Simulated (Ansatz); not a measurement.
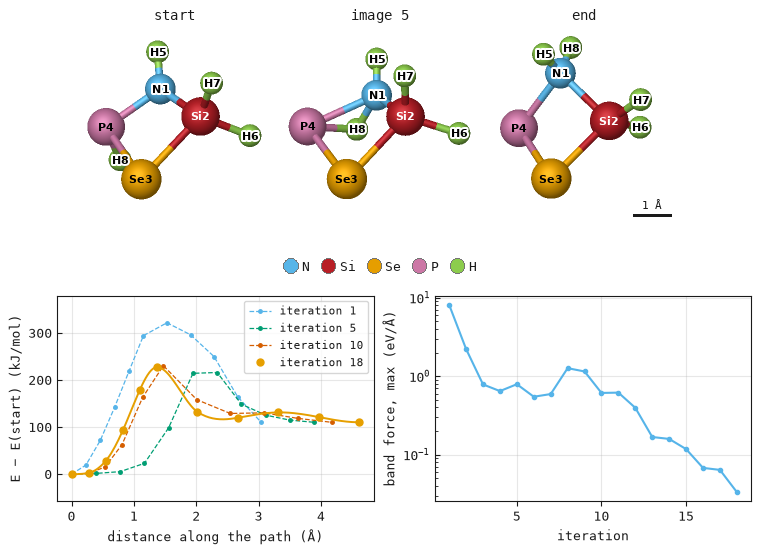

NEB run on SiPNH4Se. Images are numbered from 0 (start) to 10 (end). The plot follows the band through its iterations. Style: ball-and-stick. Shown from a free direction.

These are results of UKS B3LYP-D4/def2-SVP in Ansatz, not measurements. Set-up: 9 movable images; climbing image; force threshold 0.05 eV/Å; iteration limit 57; starting path through a guess of the saddle point.

**How did the profile develop, and is the result final?**

The run is converged, with reservations. The band converged in 18 iterations. The largest component of the band force went from 8.1 to 0.033 eV/Å. The climbing image converged on the top of the path. Its vibrational analysis gives one imaginary mode (1558i cm⁻¹), as a transition state must have. The first iteration put the highest image at 321.8 kJ/mol. The energy climbs by 227.5 kJ/mol to image 5 and then falls by 117.2 kJ/mol, so the end point sits at +110.4 kJ/mol. The profile has 2 maxima (images 5, 8) with a dip at image 7 (+120.0 kJ/mol), so the process runs in steps.

The run took 8.7 min on 2 threads of Intel(R) Xeon(R) Platinum 8488C (Sapphire Rapids), on a shared host, peak memory 0.38 GiB.
